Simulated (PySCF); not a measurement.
**QCISD(T)/STO-3G run of HBS (hydrogen boron sulfide)**

What is the energy change on altering one bond length of HBS (hydrogen boron sulfide) at QCISD(T)/STO-3G? 

The calculation is run with PySCF 2.14.0.

9 further runs of the same task are left out: 9 set aside as unsound or not needed.

## Step 1: The structure to begin with

HBS has 3 atoms, charge 0, and is taken as a singlet. SMILES: `B=S`. The coordinates come from a GFN2-xTB relaxation.

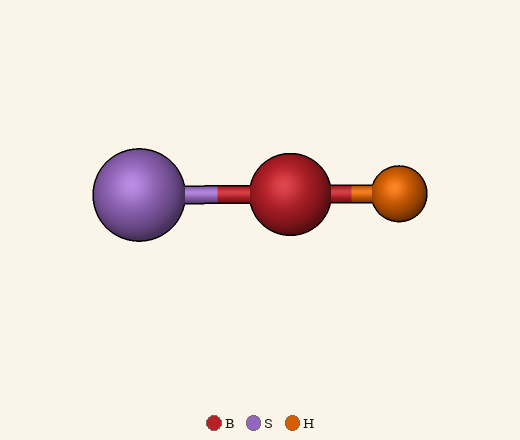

Viewed from a chosen angle; boron red, sulfur purple, hydrogen orange.

## Step 2: The energy at QCISD(T)/STO-3G

Input file run.py:

```python
from pyscf import gto, scf, cc

mol = gto.Mole()
mol.atom = [
    ('B', (-0.041030, -0.016100, 0.142540)),
    ('S', (0.395320, 0.146510, -1.379660)),
    ('H', (-0.354300, -0.130410, 1.237110)),
]
mol.max_memory = 1860
mol.spin = 0
mol.basis = 'sto-3g'
mol.verbose = 3
mol.build()

hf = scf.RHF(mol)
hf.conv_tol = 1e-10
hf.kernel()
if not hf.converged:
    hf = hf.newton().run(hf.mo_coeff, hf.mo_occ)

mycc = cc.QCISD(hf, frozen=6)
mycc.kernel()
e_t = mycc.qcisd_t()
etot = mycc.e_tot + e_t
print('Final energy', etot)
```

Started as:

```
$ OMP_NUM_THREADS=1 python run.py
```

Output:

```text
converged SCF energy = -418.121282919439
E(QCISD) = -418.2372693648448  E_corr = -0.1159864454056568
QCISD(T) correction = -0.00260787719579964
Final energy -418.2398772420406
```

Run time: 0.56 s. Hardware: 1 thread of Arm Neoverse V2, shared host; peak memory 0.1 GiB.

## Step 3: The distorted shape, same level

Input file run.py:

```python
from pyscf import gto, scf, cc

mol = gto.M(
    atom='B 0.115615 0.041059 -0.404781; S 0.551965 0.203669 -1.926981; H -0.354300 -0.130410 1.237110',
    spin=0,
    basis='sto-3g',
    max_memory=1860,
    verbose=4,
)

myscf = scf.RHF(mol)
myscf.conv_tol = 1e-10
myscf.kernel()
if not myscf.converged:
    myscf = myscf.newton().run(myscf.mo_coeff, myscf.mo_occ)

mycc = cc.QCISD(myscf, frozen=6)
mycc.kernel()
e_t = mycc.qcisd_t()
e_tot = mycc.e_tot + e_t
print('E(%s) = %.9f' % ('QCISD(T)', e_tot))
```

Started as:

```
$ OMP_NUM_THREADS=1 python run.py
```

Output:

```text
PySCF version 2.14.0

[INPUT] num. atoms = 3
[INPUT] num. electrons = 22
[INPUT] charge = 0
[INPUT] spin (= nelec alpha-beta = 2S) = 0
[INPUT] symmetry False subgroup None
[INPUT] Mole.unit = angstrom
[INPUT] Symbol           X                Y                Z      unit          X                Y                Z       unit  Magmom
[INPUT]  1 B      0.115615000000   0.041059000000  -0.404781000000 AA    0.218480685892   0.077590264949  -0.764925230428 Bohr   0.0
[INPUT]  2 S      0.551965000000   0.203669000000  -1.926981000000 AA    1.043062680346   0.384878630064  -3.641466337241 Bohr   0.0
[INPUT]  3 H     -0.354300000000  -0.130410000000   1.237110000000 AA   -0.669529965933  -0.246439183905   2.337799085961 Bohr   0.0

nuclear repulsion = 30.6954452734464
number of shells = 9
number of NR pGTOs = 45
number of NR cGTOs = 15
basis = sto-3g
ecp = {}

******** <class 'pyscf.scf.hf.RHF'> ********
method = RHF
initial guess = minao
damping factor = 0
level_shift factor = 0
DIIS = <class 'pyscf.scf.diis.CDIIS'>
diis_start_cycle = 1
diis_space = 8
diis_damp = 0
SCF conv_tol = 1e-10
SCF conv_tol_grad = None
SCF max_cycles = 50
direct_scf = True
direct_scf_tol = 1e-13
Set gradient conv threshold to 1e-05
Initial guess from minao.
init E= -417.741233958334
  HOMO = -0.296784782758763  LUMO = 0.141675919494987  gap/eV = 11.93112
cycle= 1 E= -417.913255365212  delta_E= -0.172  |g|= 0.446  |ddm|= 2.13
  HOMO = -0.250371832025627  LUMO = 0.202832492596777  gap/eV = 12.33232
cycle= 2 E= -417.9419111202  delta_E= -0.0287  |g|= 0.437  |ddm|= 1.29
  HOMO = -0.283461325239677  LUMO = 0.279287604070488  gap/eV = 15.31318
cycle= 3 E= -418.007284235793  delta_E= -0.0654  |g|= 0.0324  |ddm|=  0.6
  HOMO = -0.296774872073458  LUMO = 0.291820237866443  gap/eV = 16.01649
cycle= 4 E= -418.008247097886  delta_E= -0.000963  |g|= 0.00596  |ddm|= 0.108
  HOMO = -0.292487020600696  LUMO = 0.290808666327952  gap/eV = 15.87228
cycle= 5 E= -418.008286297134  delta_E= -3.92e-05  |g|= 0.00226  |ddm|= 0.0245
  HOMO = -0.293087617634378  LUMO = 0.291431518096084  gap/eV = 15.90558
cycle= 6 E= -418.008289119374  delta_E= -2.82e-06  |g|= 0.000395  |ddm|= 0.00687
  HOMO = -0.293295273589358  LUMO = 0.291392784011138  gap/eV = 15.91017
cycle= 7 E= -418.008289196696  delta_E= -7.73e-08  |g|= 2.54e-05  |ddm|= 0.00117
  HOMO = -0.293296032996058  LUMO = 0.291407202831328  gap/eV = 15.91059
cycle= 8 E= -418.008289196938  delta_E= -2.42e-10  |g|= 5e-06  |ddm|= 7.1e-05
  HOMO = -0.293293914040376  LUMO = 0.291405247504181  gap/eV = 15.91047
cycle= 9 E= -418.008289196951  delta_E= -1.38e-11  |g|= 4.87e-08  |ddm|= 1.62e-05
  HOMO = -0.293293885667515  LUMO = 0.291405246468383  gap/eV = 15.91047
Extra cycle  E= -418.008289196951  delta_E= 5.12e-13  |g|= 2.6e-08  |ddm|= 1.11e-07
converged SCF energy = -418.008289196951

******** <class 'pyscf.cc.qcisd.QCISD'> ********
QCISD nocc = 5, nmo = 9
frozen orbitals 6
max_cycle = 50
direct = 0
conv_tol = 1e-07
conv_tol_normt = 1e-05
diis_space = 6
diis_start_cycle = 0
diis_start_energy_diff = 1e+09
Init t2, MP2 energy = -418.126895964111  E_corr(MP2) -0.118606767160549
Init E_corr(QCISD) = -0.11860676716055
cycle = 1  E_corr(QCISD) = -0.122162367968642  dE = -0.00355560081  norm(t1,t2) = 0.10011
cycle = 2  E_corr(QCISD) = -0.138094973407662  dE = -0.0159326054  norm(t1,t2) = 0.0414184
cycle = 3  E_corr(QCISD) = -0.139197437234435  dE = -0.00110246383  norm(t1,t2) = 0.020864
cycle = 4  E_corr(QCISD) = -0.144464140146  dE = -0.00526670291  norm(t1,t2) = 0.0109256
cycle = 5  E_corr(QCISD) = -0.144600683792776  dE = -0.000136543647  norm(t1,t2) = 0.00236488
cycle = 6  E_corr(QCISD) = -0.144665889704019  dE = -6.52059112e-05  norm(t1,t2) = 0.000816673
cycle = 7  E_corr(QCISD) = -0.144695886308079  dE = -2.99966041e-05  norm(t1,t2) = 0.000221062
cycle = 8  E_corr(QCISD) = -0.144691784605888  dE = 4.10170219e-06  norm(t1,t2) = 6.04907e-05
cycle = 9  E_corr(QCISD) = -0.144692180219693  dE = -3.95613805e-07  norm(t1,t2) = 1.56443e-05
cycle = 10  E_corr(QCISD) = -0.144692736571279  dE = -5.56351587e-07  norm(t1,t2) = 4.19952e-06
cycle = 11  E_corr(QCISD) = -0.144692746188137  dE = -9.61685742e-09  norm(t1,t2) = 1.35817e-06
QCISD converged
E(QCISD) = -418.1529819431391  E_corr = -0.1446927461881368
QCISD(T) correction = -0.0033271378149555
E(QCISD(T)) = -418.156309081
```

Wall time 0.6 s (1 thread of Arm Neoverse V2, shared host); peak memory 0.1 GiB.

## Step 4: Outcome

Level: QCISD(T)/STO-3G, 6 core orbitals frozen.

```
                                                         quantity          value
                                        first shape: total energy  -418.23988 Eh
                first shape: dipole moment (Hartree–Fock density)         0.97 D
                 first shape: HOMO energy (Hartree–Fock orbitals)       -7.96 eV
                 first shape: LUMO energy (Hartree–Fock orbitals)        7.83 eV
               first shape: HOMO–LUMO gap (Hartree–Fock orbitals)       15.78 eV
         first shape: correlation energy (6 core orbitals frozen)     -118.6 mEh
                                      first shape: (T) correction      -2.61 mEh
                                       first shape: T1 diagnostic          0.033
                                    distorted shape: total energy  -418.15631 Eh
            distorted shape: dipole moment (Hartree–Fock density)         1.01 D
             distorted shape: HOMO energy (Hartree–Fock orbitals)       -7.98 eV
             distorted shape: LUMO energy (Hartree–Fock orbitals)        7.93 eV
           distorted shape: HOMO–LUMO gap (Hartree–Fock orbitals)       15.91 eV
     distorted shape: correlation energy (6 core orbitals frozen)     -148.0 mEh
                                  distorted shape: (T) correction      -3.33 mEh
                                   distorted shape: T1 diagnostic          0.034
energy change with the B1–H3 bond stretched from 1.144 to 1.716 Å       2.274 eV
```

With the B1–H3 bond stretched from 1.144 to 1.716 Å the energy rises by 2.27 eV (52 kcal/mol). The first shape isn't relaxed at this level, so the change isn't measured from a minimum. The minimal basis adds a large error of its own. The T1 diagnostic (first shape) of 0.033 is above the customary mark for such species, so a single reference may not serve. The triples (first shape) make up 2.2 % of the correlation energy. The T1 diagnostic (distorted shape) of 0.034 is above the customary mark for such species, so a single reference may not serve. The triples (distorted shape) make up 2.2 % of the correlation energy.
